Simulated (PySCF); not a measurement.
Consider C5H11AlF3P.

Input file:

```
{"job": {"kind": "nmr", "xc": "PBE0", "basis": "pcSseg-1"}, "charge": 0, "multiplicity": 1}
C      2.075226     0.788581    -0.572495
C      1.573761    -0.285945     0.384972
C      0.173691     0.012748     0.862034
C     -0.706607    -1.029687     1.477789
P     -1.363062    -0.353324    -0.097969
Al    -1.955822     2.076262     0.083110
C     -0.766767    -1.658148    -1.348228
F      0.038206    -1.136754    -2.281631
F     -1.843885    -2.136053    -1.984142
F     -0.127632    -2.715419    -0.830806
H      1.437843     0.841357    -1.453306
H      2.068605     1.761751    -0.087691
H      3.089371     0.565781    -0.892826
H      2.222787    -0.318735     1.265821
H      1.627766    -1.265599    -0.092131
H      0.088800     1.002129     1.321321
H     -0.364013    -2.057569     1.470301
H     -1.280393    -0.757124     2.354465
H     -0.635402     2.828549    -0.286013
H     -3.159291     2.098910    -0.903852
H     -2.202100     1.755231     1.610804
```

Run with:

```sh
OMP_NUM_THREADS=1 python probes_run.py task.json out
```

Geometry: GFN2-xTB.

Level of theory: PBE0/pcSseg-1, SCF density, gas phase, non-relativistic in PySCF.

Question: Predict the electron density and electron localisation function between the atoms.

Answer: C–F (1.34 Å): the density is about 2.4 e/Å³ at the midpoint; the ELF peaks at about 0.85 between the atoms: a polar covalent bond.
C–P (1.85 Å): ρ is about 1 e/Å³ halfway; the ELF peaks at about 0.85 between the atoms; a shared electron pair.
C–P (1.90 Å): ρ is about 1.1 e/Å³ halfway; the ELF peaks at about 1 between the atoms; a covalent bond.

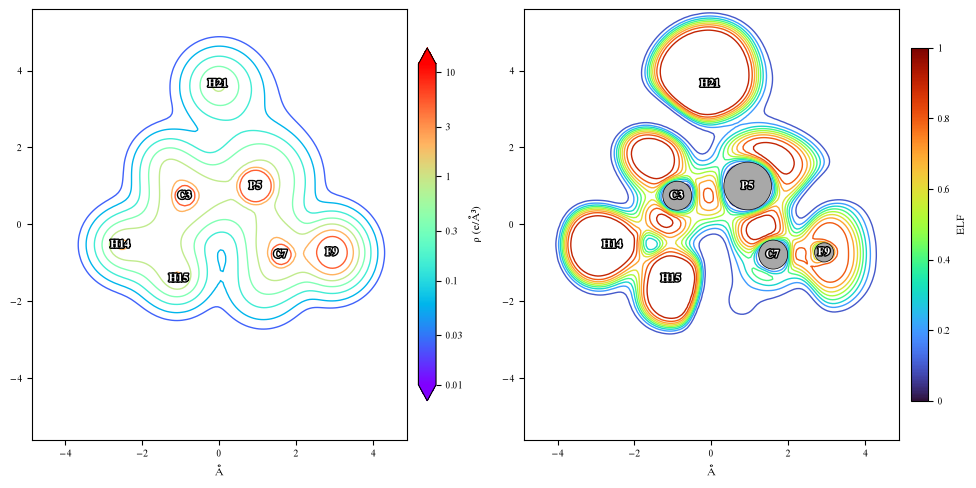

Computed electron density and electron localisation function on the plane of atoms C3, P5 and C7, in this order. Grey discs cover the atomic cores in the ELF map. 
